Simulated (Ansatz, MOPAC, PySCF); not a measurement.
Potential energy curve for GeMg, lowest singlet found (which spin is the ground state isn't settled by this scan).

RKS-B3LYP/6-31G* = restricted B3LYP/6-31G*, spherical d (PySCF); RKS-CAM-B3LYP = restricted CAM-B3LYP/aug-cc-pVDZ in Ansatz (a program for electronic structure); RMP2 = MP2 on RHF/aug-cc-pVDZ, cores with 3d frozen run with Ansatz; PM6, restricted, heats of formation (MOPAC); RKS-B3LYP = restricted B3LYP/aug-cc-pVDZ in Ansatz.

Energies are in eV, each relative to the lowest point of its own curve between 2.15 and 3.11 Å, where full CI is lowest.

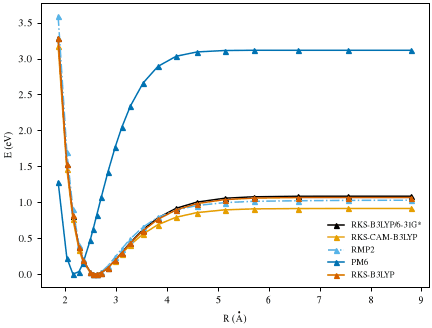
Energy against bond length for each method.

```json
[
 {"R / Å": "1.86", "RKS-B3LYP/6-31G*": "3.284", "RKS-CAM-B3LYP": "3.170", "RMP2": "3.587", "PM6": "1.281", "RKS-B3LYP": "3.282"},
 {"R / Å": "2.03", "RKS-B3LYP/6-31G*": "1.536", "RKS-CAM-B3LYP": "1.463", "RMP2": "1.703", "PM6": "0.231", "RKS-B3LYP": "1.539"},
 {"R / Å": "2.15", "RKS-B3LYP/6-31G*": "0.814", "RKS-CAM-B3LYP": "0.764", "RMP2": "0.904", "PM6": "0.000", "RKS-B3LYP": "0.817"},
 {"R / Å": "2.27", "RKS-B3LYP/6-31G*": "0.374", "RKS-CAM-B3LYP": "0.342", "RMP2": "0.411", "PM6": "0.035", "RKS-B3LYP": "0.377"},
 {"R / Å": "2.35", "RKS-B3LYP/6-31G*": "0.194", "RKS-CAM-B3LYP": "0.172", "RMP2": "0.208", "PM6": "0.155", "RKS-B3LYP": "0.196"},
 {"R / Å": "2.49", "RKS-B3LYP/6-31G*": "0.031", "RKS-CAM-B3LYP": "0.024", "RMP2": "0.028", "PM6": "0.473", "RKS-B3LYP": "0.033"},
 {"R / Å": "2.55", "RKS-B3LYP/6-31G*": "0.006", "RKS-CAM-B3LYP": "0.002", "RMP2": "0.002", "PM6": "0.633", "RKS-B3LYP": "0.007"},
 {"R / Å": "2.62", "RKS-B3LYP/6-31G*": "0.000", "RKS-CAM-B3LYP": "0.000", "RMP2": "0.000", "PM6": "0.826", "RKS-B3LYP": "0.000"},
 {"R / Å": "2.71", "RKS-B3LYP/6-31G*": "0.021", "RKS-CAM-B3LYP": "0.024", "RMP2": "0.031", "PM6": "1.077", "RKS-B3LYP": "0.020"},
 {"R / Å": "2.84", "RKS-B3LYP/6-31G*": "0.091", "RKS-CAM-B3LYP": "0.093", "RMP2": "0.117", "PM6": "1.425", "RKS-B3LYP": "0.089"},
 {"R / Å": "2.98", "RKS-B3LYP/6-31G*": "0.195", "RKS-CAM-B3LYP": "0.190", "RMP2": "0.237", "PM6": "1.766", "RKS-B3LYP": "0.190"},
 {"R / Å": "3.11", "RKS-B3LYP/6-31G*": "0.301", "RKS-CAM-B3LYP": "0.286", "RMP2": "0.352", "PM6": "2.041", "RKS-B3LYP": "0.294"},
 {"R / Å": "3.28", "RKS-B3LYP/6-31G*": "0.440", "RKS-CAM-B3LYP": "0.407", "RMP2": "0.492", "PM6": "2.339", "RKS-B3LYP": "0.430"},
 {"R / Å": "3.53", "RKS-B3LYP/6-31G*": "0.621", "RKS-CAM-B3LYP": "0.559", "RMP2": "0.657", "PM6": "2.660", "RKS-B3LYP": "0.605"},
 {"R / Å": "3.82", "RKS-B3LYP/6-31G*": "0.783", "RKS-CAM-B3LYP": "0.688", "RMP2": "0.790", "PM6": "2.890", "RKS-B3LYP": "0.762"},
 {"R / Å": "4.18", "RKS-B3LYP/6-31G*": "0.916", "RKS-CAM-B3LYP": "0.792", "RMP2": "0.892", "PM6": "3.032", "RKS-B3LYP": "0.894"},
 {"R / Å": "4.59", "RKS-B3LYP/6-31G*": "1.003", "RKS-CAM-B3LYP": "0.857", "RMP2": "0.955", "PM6": "3.092", "RKS-B3LYP": "0.982"},
 {"R / Å": "5.13", "RKS-B3LYP/6-31G*": "1.056", "RKS-CAM-B3LYP": "0.894", "RMP2": "0.995", "PM6": "3.111", "RKS-B3LYP": "1.037"},
 {"R / Å": "5.70", "RKS-B3LYP/6-31G*": "1.076", "RKS-CAM-B3LYP": "0.908", "RMP2": "1.013", "PM6": "3.115", "RKS-B3LYP": "1.058"},
 {"R / Å": "6.57", "RKS-B3LYP/6-31G*": "1.083", "RKS-CAM-B3LYP": "0.913", "RMP2": "1.021", "PM6": "3.115", "RKS-B3LYP": "1.065"},
 {"R / Å": "7.56", "RKS-B3LYP/6-31G*": "1.084", "RKS-CAM-B3LYP": "0.914", "RMP2": "1.026", "PM6": "3.115", "RKS-B3LYP": "1.066"},
 {"R / Å": "8.80", "RKS-B3LYP/6-31G*": "1.084", "RKS-CAM-B3LYP": "0.914", "RMP2": "1.029", "PM6": "3.115", "RKS-B3LYP": "1.066"}
]
```

At the longest distance, 8.80 Å, PM6 lies highest above its minimum (3.115 eV) and RKS-CAM-B3LYP lowest (0.914 eV).

The restricted form behind RKS-B3LYP/6-31G*, RKS-CAM-B3LYP, RMP2, PM6, RKS-B3LYP keeps the bonding electrons paired and can't separate into open-shell fragments.
